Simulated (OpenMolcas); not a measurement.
# CH4F2Si (SMILES C[SiH](F)F) at 6 levels

Aim: a comparison of 6 runs (B3LYP/6-31G*, BLYP/cc-pVDZ, M06-2X/cc-pVDZ, PBE/cc-pVDZ, PBE0/cc-pVDZ, SVWN5/cc-pVDZ) of CH4F2Si. 

The calculation is run with OpenMolcas 26.06.

### 1 The structure to begin with

CH4F2Si: 8 atoms, total charge 0, spin state singlet. SMILES: `C[SiH](F)F`. The coordinates come from a PBE0-D4/def2-TZVP relaxation.

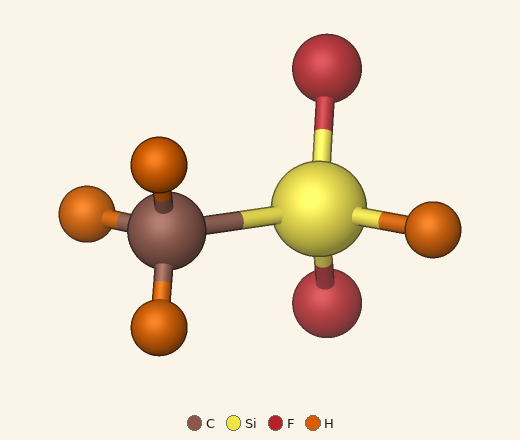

The structure, seen from a chosen angle (carbon brown, silicon yellow, fluorine red, hydrogen orange).

### 2 Energy and gradient at B3LYP/6-31G(d) (Cartesian functions) (run 1)

The input, coord.xyz:

```xyz
8

C     -0.387100     0.881700    -0.174700
Si     0.329300    -0.775200     0.180600
F      1.916300    -0.678300     0.226700
F     -0.035400    -1.783900    -0.994000
H     -0.013400     1.269000    -1.125400
H     -0.122700     1.591000     0.613300
H     -1.476800     0.824400    -0.231400
H     -0.118100    -1.385700     1.449000
```

The input, test.inp:

```
&gateway
 baslib=$CurrDir
 coord=coord.xyz
 basis=6-31Gs
 group=NoSym

&seward
 gridinput
 Grid=UltraFine
 End of Grid

&scf
 ksdft=B3LYP
 thresholds=1e-10 1e-07 1e-07 1e-05
 prorbitals=1

&alaska
```

The basis set 6-31G* is read from a file made from the Basis Set Exchange's data (not shown).

On the command line:

```
$ export MOLCAS_MEM=1860
$ pymolcas test.inp > test.log
```

What it wrote:

```text
--- Start Module: gateway ---
[...]
--- Stop Module: gateway /rc=_RC_ALL_IS_WELL_ ---
[...]
      Basis functions           72
[...]
--- Start Module: scf ---
[...]
       Convergence after  12 Iterations
[...]
::    Total KS-DFT energy                            -529.8252784035
[...]
      Total spin, S                                     0.0000000000
[...]
      Total electronic charge=   42.000000
      Total            charge=   -0.000000
[...]
      Dipole Moment (debye):
      Origin of the operator (angstrom)=    0.4702   -0.6776   -0.1330
                   X= -1.2450E+00               Y=  1.4972E+00               Z=  6.3447E-01           Total=  2.0479E+00
      Quadrupole Moment (debye*angstrom):
[...]
--- Stop Module: scf /rc=_RC_ALL_IS_WELL_ ---
[...]
--- Start Module: alaska ---
[...]
 *              Molecular gradients               *
 **************************************************
  Irreducible representation: a
 ------------------------------------------------------------------------------------------
                              X                       Y                       Z
 ------------------------------------------------------------------------------------------
  C1                1.51964348157918E-03   -2.32812483622702E-03   -3.17302357853433E-04
  SI2               4.45104491229387E-03    6.62808343663279E-04   -7.69303104170227E-03
  F3               -1.24615307816960E-02   -1.31652403113836E-03   -5.91722750447943E-04
  F4                3.39838240520240E-03    7.65825798091413E-03    9.30966988146764E-03
  H5               -2.66966767197063E-04   -1.33672820707087E-03    1.62594049171094E-03
  H6               -4.04017182811245E-05   -2.16182526437070E-03   -1.00415253970709E-03
  H7                2.17757551128450E-03   -9.05537594192318E-04    3.72621876977425E-04
  H8                1.22225295680112E-03   -2.72326391656197E-04   -1.70202356039706E-03
[...]
--- Stop Module: alaska /rc=_RC_ALL_IS_WELL_ ---
[...]
```

Wall time 30 s (1 thread of Intel Xeon Platinum 8259CL at 2.50GHz (Skylake/Cascade Lake), shared host); peak memory 0.42 GiB.

### 3 Energy and forces at BLYP/cc-pVDZ (run 2)

The input, mol.xyz:

```xyz
8

C     -0.387100     0.881700    -0.174700
Si     0.329300    -0.775200     0.180600
F      1.916300    -0.678300     0.226700
F     -0.035400    -1.783900    -0.994000
H     -0.013400     1.269000    -1.125400
H     -0.122700     1.591000     0.613300
H     -1.476800     0.824400    -0.231400
H     -0.118100    -1.385700     1.449000
```

The input, run.input:

```
* CH4F2Si Kohn-Sham DFT

&GATEWAY
  BasLib
  $CurrDir
  Coord
  mol.xyz
  Basis
  cc-pVDZ
  Group
  NoSym

&SEWARD
  GridInput
  Grid=UltraFine
  End of Grid

&SCF
  KSDFT
  BLYP
  Thresholds
  1e-10 1e-07 1e-07 1e-05
  PrOrbitals
  1 2

&ALASKA
```

The basis set cc-pVDZ is read from a file made from the Basis Set Exchange's data (not shown).

On the command line:

```
$ export MOLCAS_MEM=1860
$ pymolcas run.input > run.log
```

What it wrote:

```text
--- Start Module: gateway ---
[...]
--- Stop Module: gateway /rc=_RC_ALL_IS_WELL_ ---
[...]
      Basis functions           80
[...]
--- Start Module: scf ---
[...]
       Convergence after  14 Iterations
[...]
::    Total KS-DFT energy                            -529.7575075607
[...]
      Total spin, S                                     0.0000000000
[...]
      Total electronic charge=   42.000000
      Total            charge=   -0.000000
[...]
      Dipole Moment (debye):
      Origin of the operator (angstrom)=    0.4702   -0.6776   -0.1330
                   X= -1.2065E+00               Y=  1.5044E+00               Z=  5.6640E-01           Total=  2.0099E+00
      Quadrupole Moment (debye*angstrom):
[...]
--- Stop Module: scf /rc=_RC_ALL_IS_WELL_ ---
[...]
--- Start Module: alaska ---
[...]
 *              Molecular gradients               *
 **************************************************
  Irreducible representation: a
 ------------------------------------------------------------------------------------------
                              X                       Y                       Z
 ------------------------------------------------------------------------------------------
  C1                5.38470433952831E-04   -9.64150719894974E-04    1.24154366750728E-05
  SI2               2.83520617984845E-02   -1.80184530425284E-02   -2.89817417387788E-02
  F3               -4.78673246438923E-02   -3.14086175533612E-03   -1.84531004389754E-03
  F4                1.14746659920835E-02    3.04645562065087E-02    3.52514092140233E-02
  H5               -3.58038537928196E-03   -4.10577978582793E-03    9.45426793283222E-03
  H6               -2.35182517046340E-03   -7.33273232609921E-03   -7.73372875729406E-03
  H7                1.09055644951201E-02    1.73126601803963E-04    5.30120592907912E-04
  H8                2.52877247391314E-03    2.92429482156775E-03   -6.68743263648341E-03
[...]
--- Stop Module: alaska /rc=_RC_ALL_IS_WELL_ ---
[...]
```

It took 41 s on 1 thread of Intel Xeon Platinum 8259CL at 2.50GHz (Skylake/Cascade Lake), shared host; peak memory 0.45 GiB.

Runs 3 to 5 aren't shown in full; the table further down has their settings and results.

### 4 Energy and gradient at SVWN5/cc-pVDZ (run 6)

The input, input.xyz:

```xyz
8

C     -0.387100     0.881700    -0.174700
Si     0.329300    -0.775200     0.180600
F      1.916300    -0.678300     0.226700
F     -0.035400    -1.783900    -0.994000
H     -0.013400     1.269000    -1.125400
H     -0.122700     1.591000     0.613300
H     -1.476800     0.824400    -0.231400
H     -0.118100    -1.385700     1.449000
```

The input, run.inp:

```
* CH4F2Si Kohn-Sham DFT
>>> EXPORT MOLCAS_PRINT=2
&gateway
baslib
$CurrDir
coord
input.xyz
basis
cc-pVDZ
group
NoSym
&seward
gridinput
Grid=UltraFine
End of Grid
&scf
ksdft
SVWN5
thresholds
1e-10 1e-07 1e-07 1e-05
prorbitals
1 2
&alaska
```

The basis set cc-pVDZ is read from a file made from the Basis Set Exchange's data (not shown).

On the command line:

```
$ export MOLCAS_MEM=1860
$ pymolcas run.inp > run.log
```

What it wrote:

```text
--- Start Module: gateway ---
[...]
--- Stop Module: gateway /rc=_RC_ALL_IS_WELL_ ---
[...]
      Basis functions           80
[...]
--- Start Module: scf ---
[...]
       Convergence after  14 Iterations
[...]
::    Total KS-DFT energy                            -526.9927640228
[...]
      Total spin, S                                     0.0000000000
[...]
      Total electronic charge=   42.000000
      Total            charge=   -0.000000
[...]
      Dipole Moment (debye):
      Origin of the operator (angstrom)=    0.4702   -0.6776   -0.1330
                   X= -1.2719E+00               Y=  1.5882E+00               Z=  5.9505E-01           Total=  2.1199E+00
      Quadrupole Moment (debye*angstrom):
[...]
--- Stop Module: scf /rc=_RC_ALL_IS_WELL_ ---
[...]
--- Start Module: alaska ---
[...]
 *              Molecular gradients               *
 **************************************************
  Irreducible representation: a
 ------------------------------------------------------------------------------------------
                              X                       Y                       Z
 ------------------------------------------------------------------------------------------
  C1               -4.12783085778212E-03    8.88915809591850E-03   -1.45172734936194E-03
  SI2               2.27545419946642E-02   -2.16619135854164E-02   -1.67318446219635E-02
  F3               -3.32470055194456E-02   -2.11674324898481E-03   -7.26350593660996E-04
  F4                7.52040272298871E-03    2.09668502204590E-02    2.47538119359270E-02
  H5               -4.39964270253990E-03   -3.91475325001078E-03    1.05953958453773E-02
  H6               -3.07789331490427E-03   -7.37537056099224E-03   -8.88521153793098E-03
  H7                1.18971239360475E-02    1.10265976873059E-03    4.50194057798281E-04
  H8                2.68030374092310E-03    4.11011256035554E-03   -8.00426773623286E-03
[...]
--- Stop Module: alaska /rc=_RC_ALL_IS_WELL_ ---
[...]
```

Wall time 30 s (1 thread of Intel Xeon Platinum 8259CL at 2.50GHz (Skylake/Cascade Lake), shared host); peak memory 0.45 GiB.

### 5 All runs side by side

```tsv
run	level	Cartesian functions	energy (Eh)	dipole moment (D)	HOMO energy (eV)	LUMO energy (eV)	wall time
1	B3LYP/6-31G* (Cartesian functions)	yes	-529.825278	2.05	-8.91	1.37	30 s
2	BLYP/cc-pVDZ	no	-529.757508	2.01	-7.59	0.82	41 s
3	M06-2X/cc-pVDZ	no	-529.708033	2.20	-10.54	2.50	47 s
4	PBE/cc-pVDZ	no	-529.408870	2.05	-7.70	0.67	40 s
5	PBE0/cc-pVDZ	no	-529.453924	2.21	-9.25	1.60	36 s
6	SVWN5/cc-pVDZ	no	-526.992764	2.12	-7.77	0.44	30 s
```

### 6 Results

```
                       quantity          value
            run 6: total energy  -526.99276 Eh
           run 6: dipole moment         2.12 D
             run 6: HOMO energy       -7.77 eV
             run 6: LUMO energy        0.44 eV
           run 6: HOMO–LUMO gap        8.20 eV
run 6: largest force on an atom     1.830 eV/Å
```

What this shows: The dipole moment (its size) runs from 2.01 D (BLYP/cc-pVDZ) to 2.21 D (PBE0/cc-pVDZ). The HOMO–LUMO gap runs from 8.20 eV (SVWN5/cc-pVDZ) to 13.04 eV (M06-2X/cc-pVDZ). Totals of different functionals can't be ranked against each other. All runs together took 3.7 min, the longest 47 s.
